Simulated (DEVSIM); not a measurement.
Structure: Schottky contact on p-type Ge, at 300 K.

```tsv
layer (left to right)	material	thickness (μm)	Na (cm⁻³)	τn (s)	τp (s)
1	Ge	13.0	6.5e15	1.7e-5	1.7e-5
2	Ge	10.0	1.1e18	1.7e-5	1.7e-5
```

Left contact: Schottky, work function 4.214 eV, emission velocity 7.8e6 cm/s. Right contact: ohmic. Voltage is applied to the left contact. Recombination: SRH at mid-gap, radiative, Auger. Mobility is constant in doping.

This is a model device: material constants are rounded textbook-type values typed into the input, and sizes, dopings and lifetimes were drawn at random. Values at 300 K.

```tsv
parameter	Ge
gap (eV)	0.664
affinity (eV)	4
permittivity	16
Nc (cm⁻³)	1.04e19
Nv (cm⁻³)	6e18
μn (cm²/Vs)	3900
μp (cm²/Vs)	1900
B (cm³/s)	6.4e-14
Cn (cm⁶/s)	1e-31
Cp (cm⁶/s)	1e-31
```

Model (solved in DEVSIM): 1D drift-diffusion, Boltzmann statistics, complete ionisation; no tunnelling, impact ionisation, image-force lowering or self-heating. Metal contacts follow the ideal Schottky-Mott rule: no Fermi-level pinning, no interface dipoles.

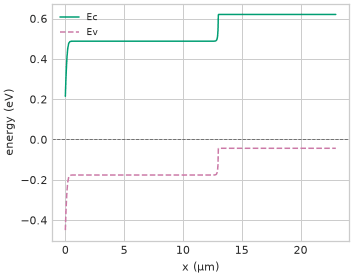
Figure. Band edges at zero bias

Energies count from the Fermi level of the right contact; mesh points crowd at the junctions.

```tsv
x (μm)	Ec (eV)	Ev (eV)	n (cm⁻³)	p (cm⁻³)	field (V/cm)
0.000	0.214	-0.450	2.6e15	1.7e11	19000
0.03730	0.281	-0.383	2.0e14	2.2e12	16000
0.1388	0.409	-0.255	1.4e12	3.1e14	8900
0.3911	0.486	-0.178	7.2e10	6.1e15	310
1.501	0.487	-0.177	6.7e10	6.5e15	≈ 0
3.863	0.487	-0.177	6.7e10	6.5e15	≈ 0
8.853	0.487	-0.177	6.7e10	6.5e15	≈ 0
11.84	0.487	-0.177	6.7e10	6.5e15	≈ 0
12.56	0.488	-0.176	6.7e10	6.5e15	≈ 0
12.85	0.492	-0.172	5.6e10	7.7e15	780
12.96	0.520	-0.144	1.9e10	2.3e16	6900
13.01	0.614	-0.050	5.0e8	8.7e17	13000
13.05	0.620	-0.044	4.0e8	1.1e18	≈ 0
13.18	0.620	-0.044	4.0e8	1.1e18	≈ 0
13.71	0.620	-0.044	4.0e8	1.1e18	≈ 0
14.84	0.620	-0.044	4.0e8	1.1e18	≈ 0
17.91	0.620	-0.044	4.0e8	1.1e18	≈ 0
20.97	0.620	-0.044	4.0e8	1.1e18	≈ 0
22.46	0.620	-0.044	4.0e8	1.1e18	≈ 0
22.80	0.620	-0.044	4.0e8	1.1e18	≈ 0
22.94	0.620	-0.044	4.0e8	1.1e18	≈ 0
23.00	0.620	-0.044	4.0e8	1.1e18	≈ 0
```
